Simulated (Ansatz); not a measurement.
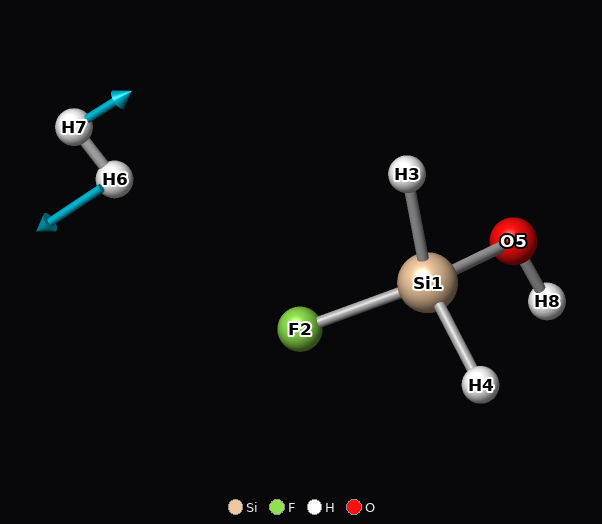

The arrows show one normal mode. Harmonic vibrations computed with RKS PBE0-D4/def2-TZVP (Ansatz 0.2.0) at a stationary point of the same level.

At what wavenumber does it lie?

213 cm⁻¹; it is mode 5 of 18 counted from the lowest.
